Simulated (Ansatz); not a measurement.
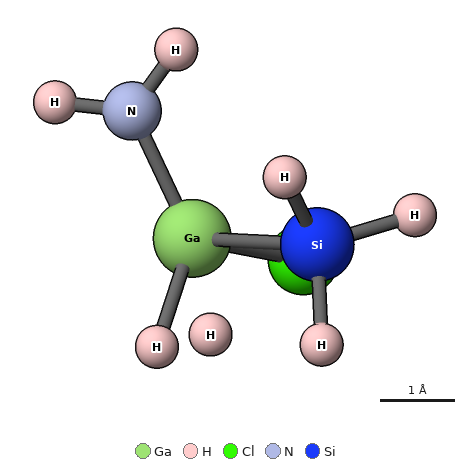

Figure 1. The starting structure (ball-and-stick view, seen at a tilt). Sticks mark near contacts. Bond lengths as drawn: Cl–Ga 2.24 Å, Ga–H 1.92 Å, Ga–N 1.93 Å, Ga–Si 2.63 Å, H–N 1.06 Å and H–Si 1.46 Å.

# Run report: GaSiNH7Cl, geometry relaxation

GaSiNH7Cl, computed with RKS PBE-D4/def2-mTZVP (Ansatz 0.2.0).

The input holds or restrains some coordinates. It belongs to a series of runs on one base structure; here: pulled along the bonds that form and break, towards end A.

## The program's output
```
The last accepted step is kept in [file] (removed where the run ends without a failure and the disk answers)
Engine: ansatz 0.2.0, x86_64-unknown-linux-gnu
Functional definition: PBE
  parameter kappa = 0.804
  parameter beta = 0.06672455060314922
  exchange = pbe_x(kappa = kappa, mu = beta*pi^2/3)
  correlation = pbe_c(beta = beta)
1264 factors; their error is unknown
mean field evaluation 1: about -74348.5594 eV, gradient 8.3e1 eV
mean field evaluation 2: about -74272.1427 eV, gradient 1.6e2 eV
mean field evaluation 4: about -74360.3653 eV, gradient 2.4e1 eV
mean field evaluation 8: about -74361.7127 eV, gradient 3.8e-1 eV
mean field evaluation 16: about -74361.6842 eV, gradient 1.7e-4 eV
mean field -74361.68415744 eV, -2732.7414886259 hartree, gradient 5.6e-5 eV, S^2 0.000000; 2 other end points of the search recorded, 0 dependent functions left out
the calculation of the forces begins
reference -74361.68420444 eV, -2732.7414903533 hartree; 38, 38 occupied and 82, 82 virtual orbitals, 1264 factors
relax step   1: F+E_penalty+E_count = -74361.97315610 eV  Δ(F+E_penalty+E_count) = +0.000e0 eV  max|allowed force component| = 2.835e0 eV/Å  E_restraint = 28.69184817 eV  max|allowed force component, restraints' pulls added| = 3.530e1 eV/Å  Δτ_max = 0.0000 Å  (56 SCF iters, accepted)
  distance Ga 0 - Si 6 = 2.6300 Å
  distance H 10 - H 1 = 0.9777 Å
  distance Ga 0 - H 1 = 1.9200 Å
  distance H 10 - Si 6 = 1.9092 Å
these checks for a lower state are left out or cut short: starts, cluster_reference, orbital_swaps, neighbouring_geometries, increment
1264 factors; their error is unknown
mean field evaluation 32: about -74361.5116 eV, gradient 1.7e-3 eV
mean field -74361.51163353 eV, -2732.7351484894 hartree, gradient 9.8e-6 eV, S^2 0.000000; 0 other end points of the search recorded, 0 dependent functions left out
[... from here on the field's lines of each further geometry are left out, up to the last ...]
relax step   2: F+E_penalty+E_count = -74361.78020255 eV  Δ(F+E_penalty+E_count) = +1.930e-1 eV  max|allowed force component| = 2.433e0 eV/Å  E_restraint = 12.99943276 eV  max|allowed force component, restraints' pulls added| = 2.325e1 eV/Å  Δτ_max = 0.1987 Å  (36 SCF iters, accepted)
relax step   3: F+E_penalty+E_count = -74362.31345310 eV  Δ(F+E_penalty+E_count) = -5.333e-1 eV  max|allowed force component| = 2.765e0 eV/Å  E_restraint = 3.25375348 eV  max|allowed force component, restraints' pulls added| = 9.516e0 eV/Å  Δτ_max = 0.1945 Å  (34 SCF iters, accepted)
relax step   4: F+E_penalty+E_count = -74363.31686890 eV  Δ(F+E_penalty+E_count) = -1.003e0 eV  max|allowed force component| = 1.986e0 eV/Å  E_restraint = 0.23218781 eV  max|allowed force component, restraints' pulls added| = 2.324e0 eV/Å  Δτ_max = 0.1943 Å  (30 SCF iters, accepted)
relax step   5: F+E_penalty+E_count = -74364.19483357 eV  Δ(F+E_penalty+E_count) = -8.780e-1 eV  max|allowed force component| = 1.395e0 eV/Å  E_restraint = 0.06442273 eV  max|allowed force component, restraints' pulls added| = 1.498e0 eV/Å  Δτ_max = 0.1949 Å  (29 SCF iters, accepted)
relax step   6: F+E_penalty+E_count = -74364.75310955 eV  Δ(F+E_penalty+E_count) = -5.583e-1 eV  max|allowed force component| = 8.757e-1 eV/Å  E_restraint = 0.04721083 eV  max|allowed force component, restraints' pulls added| = 9.835e-1 eV/Å  Δτ_max = 0.1949 Å  (29 SCF iters, accepted)
relax step   7: F+E_penalty+E_count = -74364.96944242 eV  Δ(F+E_penalty+E_count) = -2.163e-1 eV  max|allowed force component| = 8.217e-1 eV/Å  E_restraint = 0.03183124 eV  max|allowed force component, restraints' pulls added| = 4.951e-1 eV/Å  Δτ_max = 0.1948 Å  (29 SCF iters, accepted)
relax step   8: F+E_penalty+E_count = -74365.06979487 eV  Δ(F+E_penalty+E_count) = -1.004e-1 eV  max|allowed force component| = 7.371e-1 eV/Å  E_restraint = 0.02440610 eV  max|allowed force component, restraints' pulls added| = 2.715e-1 eV/Å  Δτ_max = 0.2000 Å  (28 SCF iters, accepted)
relax step   9: F+E_penalty+E_count = -74365.11557497 eV  Δ(F+E_penalty+E_count) = -4.578e-2 eV  max|allowed force component| = 6.886e-1 eV/Å  E_restraint = 0.01800201 eV  max|allowed force component, restraints' pulls added| = 4.920e-1 eV/Å  Δτ_max = 0.1914 Å  (28 SCF iters, accepted)
relax step  10: F+E_penalty+E_count = -74365.14658210 eV  Δ(F+E_penalty+E_count) = -3.101e-2 eV  max|allowed force component| = 6.193e-1 eV/Å  E_restraint = 0.01581970 eV  max|allowed force component, restraints' pulls added| = 1.578e-1 eV/Å  Δτ_max = 0.2000 Å  (29 SCF iters, accepted)
the calculation of the forces begins
reference -74364.91015559 eV, -2732.8600418714 hartree; 38, 38 occupied and 82, 82 virtual orbitals, 1264 factors
relax step  11: F+E_penalty+E_count = -74365.15073689 eV  Δ(F+E_penalty+E_count) = -4.155e-3 eV  max|allowed force component| = 6.176e-1 eV/Å  E_restraint = 0.01370769 eV  max|allowed force component, restraints' pulls added| = 1.334e-1 eV/Å  Δτ_max = 0.1098 Å  (29 SCF iters, accepted)
```

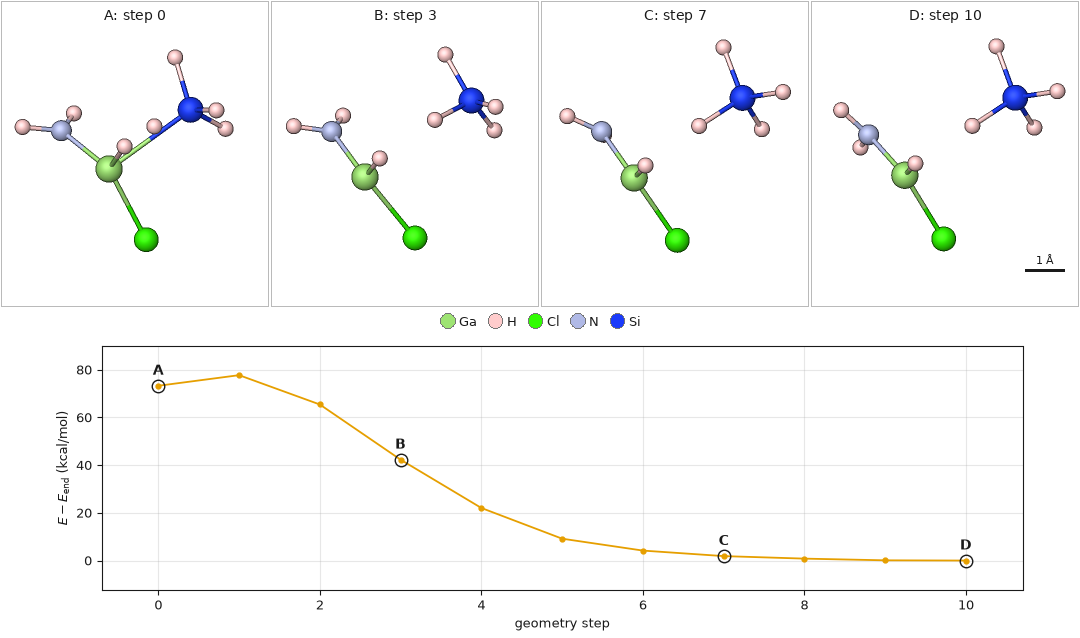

Figure 2. Frames of the restrained relaxation (ball-and-stick view, seen at a tilt) above the curves, on which the letters mark them (the first geometry is step 0 here and step 1 in the log).

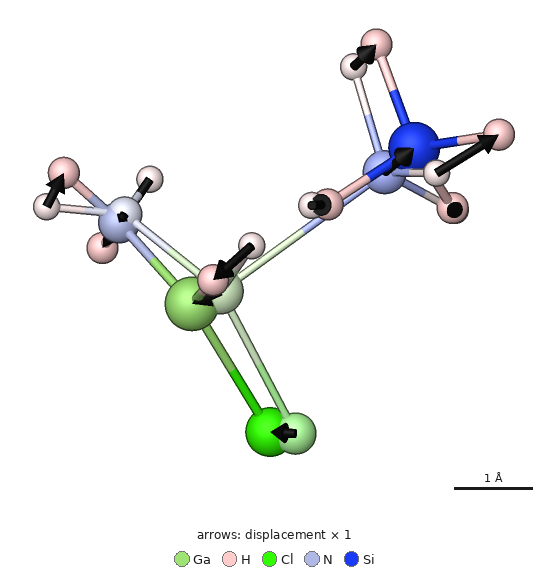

Figure 3. Start (faint) and end (solid) with the displacements as black arrows, at true length (ball-and-stick view, seen at a tilt). The two geometries are laid on each other by the best rigid fit. The atom that moves furthest after the best rigid fit is H6 (1.09 Å). Largest moves by element: H 1.09 Å, Si 0.64 Å, Ga 0.41 Å, Cl 0.35 Å, N 0.14 Å. Among the contacts that change: Ga1–Si7 2.630 → 3.531 Å, Si7–H11 1.909 → 1.480 Å, Ga1–H2 1.920 → 1.564 Å, Ga1–N4 1.930 → 1.830 Å. New bonds form: Si7–H11 (1.91 → 1.48 Å). Bonds break: Ga1–Si7 (2.63 → 3.53 Å). Among the angles that change: H5–N4–H6 120.0° → 111.5°, Cl3–Ga1–N4 120.0° → 113.3°, H2–Ga1–N4 120.0° → 126.0°. After 10 geometry steps the energy has fallen by 73.3 kcal/mol. Largest force component: 2.8 eV/Å at the start, 0.62 eV/Å at the end. (Atoms are counted from 1 in the order of the input.)

```
  distance Ga 0 - Si 6 = 3.5315 Å
  distance H 10 - H 1 = 1.8816 Å
  distance Ga 0 - H 1 = 1.5641 Å
  distance H 10 - Si 6 = 1.4803 Å
1264 factors; their error is unknown
mean field -74364.91010629 eV, -2732.8600400596 hartree, gradient 1.6e-5 eV, S^2 0.000000; 1 other end points of the search recorded, 0 dependent functions left out
the calculation of the forces begins
reference -74364.91015559 eV, -2732.8600418714 hartree; 38, 38 occupied and 82, 82 virtual orbitals, 1264 factors
Total energy: -74365.15078619 eV, -2732.8688848830 hartree
Atom 0 at    -0.095634    -0.380605    -0.099421 Å, force    -0.022733    -0.084158     0.112121 eV/Å
Atom 1 at     0.009134    -0.535996     1.453422 Å, force    -0.035223    -0.559146    -0.203183 eV/Å
Atom 2 at     1.709776    -0.185139    -1.302760 Å, force     0.000135     0.002439     0.013830 eV/Å
Atom 3 at    -1.633421    -0.104614    -1.051422 Å, force    -0.048031    -0.048303    -0.053594 eV/Å
Atom 4 at    -2.536414    -0.410946    -0.688850 Å, force     0.064367     0.043421    -0.040305 eV/Å
Atom 5 at    -1.617231    -0.116837    -2.072501 Å, force     0.014408     0.002995     0.133388 eV/Å
Atom 6 at     0.152102     2.816804     1.379250 Å, force     0.020609     0.617610    -0.042689 eV/Å
Atom 7 at     0.815338     3.386744     2.593400 Å, force     0.001911    -0.006113    -0.002101 eV/Å
Atom 8 at     0.931542     3.176936     0.155183 Å, force    -0.013916     0.000139     0.011553 eV/Å
Atom 9 at    -1.243343     3.343511     1.266995 Å, force     0.008032    -0.001780     0.007751 eV/Å
Atom 10 at     0.098949     1.342742     1.504105 Å, force     0.010442     0.032897     0.063228 eV/Å
Dipole moment:    -0.528040    -0.092583     0.157336 e Å
```

## Trajectory as extended XYZ (Å, eV, eV/Å), 10 of the 11 frames kept, from step=1 to step=11
```
11
Properties=species:S:1:pos:R:3:forces:R:3 step=1 energy=-74361.97316
Ga    0.0000    0.0000    0.0000   -0.8316   2.8353  -0.9539
H     0.0000    0.0000    1.9200   -0.1068  -0.2920   0.6506
Cl    1.9398    0.0000   -1.1200   -0.3720  -0.6068   0.6604
N    -1.6714    0.0000   -0.9650    0.0674  -1.1208   0.5088
H    -2.3403   -0.8164   -0.8664    0.8228   1.5784  -0.5147
H    -1.9204    0.8164   -1.5936    0.2898  -1.3607   1.2109
Si    0.1179    2.4930    0.8293   -0.3891  -0.6930  -1.6760
H     0.6941    2.5339    2.1701    0.3893   0.3835   1.1121
H     0.9521    3.2709   -0.0821    0.5600   0.5894  -0.2369
H    -1.2271    3.0603    0.8608   -0.6292   0.4861   0.2526
H     0.0461    0.9745    1.9843    0.1993  -1.7994  -1.0138
11
Properties=species:S:1:pos:R:3:forces:R:3 step=2 energy=-74361.78020
Ga   -0.0130   -0.1483    0.0085   -0.7807   0.6445   0.7469
H    -0.0077   -0.1434    1.8386    0.0137  -1.1037  -1.2849
Cl    1.9348   -0.0082   -1.1125   -0.6419  -0.0630   0.6225
N    -1.6691   -0.0112   -0.9599    0.5998  -0.0024   0.2752
H    -2.3380   -0.8066   -0.8715    0.4593   1.1488  -0.2760
H    -1.9158    0.8052   -1.5818    0.2402  -1.4252   0.9172
Si    0.1201    2.5920    0.9088   -0.5650  -0.7801  -0.5960
H     0.7031    2.5403    2.1951    0.9680   1.4777   2.0353
H     0.9576    3.2782   -0.0826    0.5203  -0.1368  -0.2618
H    -1.2392    3.0694    0.8653   -0.8560   0.5374   0.2540
H     0.0580    1.1652    1.9296    0.0422  -0.2973  -2.4325
11
Properties=species:S:1:pos:R:3:forces:R:3 step=3 energy=-74362.31345
Ga   -0.0304   -0.3237    0.0400   -0.5330   1.0137   0.1587
H    -0.0132   -0.2856    1.7327    0.0330  -1.1634  -1.3397
Cl    1.9197   -0.0019   -1.1027   -0.7852  -0.1380   0.5850
N    -1.6574   -0.0083   -0.9539    0.7030  -0.3899   0.7203
H    -2.3318   -0.7905   -0.8727    0.1541   0.9405  -0.3194
H    -1.9119    0.7895   -1.5756    0.3510  -1.1288   0.5106
Si    0.1185    2.6896    0.9959   -0.3241  -0.6495  -0.9391
H     0.7231    2.5761    2.2337    1.4796   2.1085   2.7650
H     0.9633    3.2652   -0.0857    0.2150  -0.5729  -0.0488
H    -1.2539    3.0770    0.8693   -1.0146   0.5815   0.2338
H     0.0647    1.3452    1.8563   -0.2788  -0.6017  -2.3264
11
Properties=species:S:1:pos:R:3:forces:R:3 step=4 energy=-74363.31687
Ga   -0.0467   -0.4577    0.0315   -0.2285   1.5274  -0.7407
H    -0.0138   -0.4181    1.6186    0.0243  -0.9856  -0.3819
Cl    1.8879   -0.0108   -1.0847   -0.7335  -0.2674   0.4758
N    -1.6449   -0.0215   -0.9266    0.6317  -0.5614   0.8459
H    -2.3408   -0.7709   -0.8805   -0.1650   0.4863  -0.2083
H    -1.8820    0.7480   -1.5690    0.4359  -0.6989   0.1272
Si    0.1235    2.7921    1.0892   -0.0090  -0.7291  -0.8228
H     0.7826    2.7303    2.3360    0.9968   1.9855   1.8679
H     0.9659    3.2204   -0.0848   -0.0685  -0.4584   0.2631
H    -1.2807    3.1037    0.8877   -0.6246   0.6324   0.2460
H     0.0399    1.4172    1.7200   -0.2596  -0.9309  -1.6720
11
Properties=species:S:1:pos:R:3:forces:R:3 step=5 energy=-74364.19483
Ga   -0.0530   -0.4778   -0.0021   -0.0947   1.2134  -0.2799
H    -0.0105   -0.4987    1.5757    0.0233  -0.9350  -0.2715
Cl    1.8583   -0.0296   -1.0689   -0.4324  -0.1909   0.2287
N    -1.6434   -0.0381   -0.8960    0.3132  -0.2918   0.5001
H    -2.3617   -0.7596   -0.8813   -0.2255   0.2165  -0.0768
H    -1.8393    0.7030   -1.5760    0.3964  -0.4914  -0.0296
Si    0.1270    2.8107    1.1394    0.1218  -0.9237  -0.2970
H     0.8166    2.9052    2.4148    0.3309   1.3947   0.7931
H     0.9592    3.1897   -0.0593   -0.0955  -0.2433   0.2824
H    -1.2872    3.1575    0.9222   -0.2786   0.5598   0.2514
H     0.0247    1.3704    1.5690   -0.0589  -0.3083  -1.1009
11
Properties=species:S:1:pos:R:3:forces:R:3 step=7 energy=-74364.96944
Ga   -0.0740   -0.4798   -0.0586    0.0513   0.4479   0.3283
H     0.0098   -0.5894    1.5033    0.0022  -0.8217  -0.1402
Cl    1.8012   -0.0738   -1.1064   -0.0655  -0.0477  -0.0807
N    -1.6667   -0.0501   -0.8681   -0.1643   0.1905  -0.4253
H    -2.4514   -0.7016   -0.8090    0.0165   0.1620   0.0340
H    -1.7055    0.4874   -1.7468    0.1430  -0.4951   0.2609
Si    0.1337    2.7767    1.2385    0.0494   0.2162   0.0431
H     0.8039    3.2222    2.5094   -0.1407   0.1756  -0.1503
H     0.9487    3.1509    0.0388   -0.0067  -0.0285   0.0887
H    -1.2618    3.2964    1.0607    0.1077   0.0641   0.1494
H     0.0529    1.2936    1.3757    0.0071   0.1368  -0.1078
11
Properties=species:S:1:pos:R:3:forces:R:3 step=8 energy=-74365.06980
Ga   -0.0551   -0.4492   -0.0827   -0.0229   0.2325   0.2302
H     0.0484   -0.5814    1.4737   -0.0036  -0.7371  -0.1431
Cl    1.8008   -0.1797   -1.2047   -0.1186   0.0008  -0.0236
N    -1.6446   -0.0280   -0.9059    0.0165   0.0278  -0.2034
H    -2.4823   -0.5796   -0.7095    0.0811   0.1555  -0.0056
H    -1.6554    0.3331   -1.8639    0.0237  -0.2715   0.1176
Si    0.1117    2.7842    1.2888    0.0635   0.3191  -0.0864
H     0.7707    3.2897    2.5355   -0.0541   0.0897  -0.0566
H     0.9285    3.1191    0.0806    0.0000   0.0420   0.0519
H    -1.2735    3.3207    1.1185    0.0294   0.0373   0.0852
H     0.0415    1.3037    1.4069   -0.0150   0.1040   0.0338
11
Properties=species:S:1:pos:R:3:forces:R:3 step=9 energy=-74365.11558
Ga   -0.0623   -0.4437   -0.0867   -0.0396   0.1805   0.2257
H     0.0448   -0.5778    1.4690   -0.0107  -0.6886  -0.1678
Cl    1.7564   -0.1757   -1.2529   -0.0034  -0.0156  -0.0413
N    -1.6274   -0.0304   -0.9495   -0.1858  -0.0793  -0.3720
H    -2.5008   -0.4863   -0.6568    0.2708   0.2405  -0.1755
H    -1.6196    0.1721   -1.9609   -0.0525  -0.2465   0.4920
Si    0.1158    2.7836    1.3176    0.0668   0.4796  -0.1050
H     0.7665    3.3292    2.5491   -0.0128   0.0318  -0.0028
H     0.9288    3.1262    0.1097   -0.0067   0.0228   0.0278
H    -1.2667    3.3291    1.1614   -0.0066  -0.0014   0.0447
H     0.0552    1.3062    1.4374   -0.0195   0.0762   0.0742
11
Properties=species:S:1:pos:R:3:forces:R:3 step=10 energy=-74365.14658
Ga   -0.0827   -0.4106   -0.0937   -0.0349   0.0588   0.1899
H     0.0218   -0.5601    1.4603   -0.0288  -0.6193  -0.1883
Cl    1.7325   -0.1513   -1.2671    0.0028  -0.0244  -0.0276
N    -1.6305   -0.0679   -1.0103   -0.0776  -0.0796  -0.1013
H    -2.5257   -0.4194   -0.6645    0.1197   0.0752  -0.0687
H    -1.6205   -0.0151   -2.0312   -0.0027  -0.0405   0.1578
Si    0.1373    2.7977    1.3510    0.0515   0.5514  -0.1036
H     0.7955    3.3591    2.5711   -0.0051   0.0130   0.0059
H     0.9306    3.1478    0.1321   -0.0145   0.0159   0.0287
H    -1.2533    3.3307    1.2171    0.0018  -0.0047   0.0306
H     0.0857    1.3217    1.4727   -0.0122   0.0542   0.0766
11
Properties=species:S:1:pos:R:3:forces:R:3 step=11 energy=-74365.15074
Ga   -0.0956   -0.3806   -0.0994   -0.0227  -0.0842   0.1121
H     0.0091   -0.5360    1.4534   -0.0352  -0.5591  -0.2032
Cl    1.7098   -0.1851   -1.3028    0.0001   0.0024   0.0138
N    -1.6334   -0.1046   -1.0514   -0.0480  -0.0483  -0.0536
H    -2.5364   -0.4109   -0.6888    0.0644   0.0434  -0.0403
H    -1.6172   -0.1168   -2.0725    0.0144   0.0030   0.1334
Si    0.1521    2.8168    1.3793    0.0206   0.6176  -0.0427
H     0.8153    3.3867    2.5934    0.0019  -0.0061  -0.0021
H     0.9315    3.1769    0.1552   -0.0139   0.0001   0.0116
H    -1.2433    3.3435    1.2670    0.0080  -0.0018   0.0078
H     0.0989    1.3427    1.5041    0.0104   0.0329   0.0632
```

The run was set up as follows.

## Input
```yaml
crystal:
  periodic: [false, false, false]
  atoms:
    - { symbol: Ga, position_ang: [0.0, 0.0, 0.0] }
    - { symbol: H, position_ang: [0.0, 0.0, 1.92] }
    - { symbol: Cl, position_ang: [1.9398, 0.0, -1.12] }
    - { symbol: "N", position_ang: [-1.6714, 0.0, -0.965] }
    - { symbol: H, position_ang: [-2.3403, -0.8164, -0.8664] }
    - { symbol: H, position_ang: [-1.9204, 0.8164, -1.5936] }
    - { symbol: Si, position_ang: [0.1179, 2.493, 0.8293] }
    - { symbol: H, position_ang: [0.6941, 2.5339, 2.1701] }
    - { symbol: H, position_ang: [0.9521, 3.2709, -0.0821] }
    - { symbol: H, position_ang: [-1.2271, 3.0603, 0.8608] }
    - { symbol: H, position_ang: [0.0461, 0.9745, 1.9843] }
basis:
  gaussian: { orbitals: def2-mTZVP }
hamiltonian:
  xc: pbe
  dispersion: d4
relax:
  f_tol: 0.15
  max_steps: 25
  restrain:
    - { distance: [0, 6], at: 3.53, k: 30.0 }
    - { distance: [10, 1], at: 1.86, k: 30.0 }
    - { distance: [0, 1], at: 1.57, k: 30.0 }
    - { distance: [10, 6], at: 1.46, k: 30.0 }
```

Launch command:
```bash
ansatz run input.yaml --threads 4 --pin off --max-ram 5120MiB --backend cpu --events-out ev --progress --plain --runs-dir out
```

## Key numbers

| quantity | value |
| --- | --- |
| outcome | converged under the restraints of the input |
| total energy | −74365.1508 eV |
| mean-field energy | −74364.9102 eV |
| largest force (length of the vector) at the end, held atoms and coordinates included | 0.619 eV/Å |
| hardware | 4 threads of Intel Xeon (Granite Rapids), 32 GiB of memory available, shared host |
| wall time | 9.2 s (CPU time 32 s) |
| peak memory | 0.2 GiB |
